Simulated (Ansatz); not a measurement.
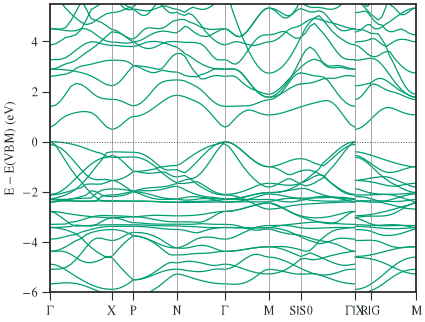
Fig. 1. Band structure from r²SCAN (plane waves, PAW; program Ansatz)

Problem. Read off the gap and where the band edges lie.

Solution. About 0.5 eV (0.50 eV by a search for the band edges); maximum at Γ, minimum at X.

Problem. Which compound is it?
A. ZnSiP2, chalcopyrite
B. ZnCu2SiTe4, I-42m (Zn on 2a, Si on 2b, Cu on 4d, Te on 8i)
C. Ca2Bi, I4/mmm (Ca on 4e, Ca on 4c, Bi on 4e)
D. AuBr, I4_1/amd (Au on 8c, Br on 8e)

Solution. B, ZnCu2SiTe4, I-42m (Zn on 2a, Si on 2b, Cu on 4d, Te on 8i)

The first step of the workflow began from a Materials Project structure, measured or hypothetical; the Crystallography Open Database copy checked does not list it. Whether it is the stable phase at ambient conditions was not checked. The r²SCAN relaxation kept the symmetry of its start; its stability against distortions is not shown here. The run is not spin-polarised. Scalar-relativistic: spin–orbit coupling is off unless named, which matters more the heavier the elements.

Potentials: the later of the program's two PAW sets.
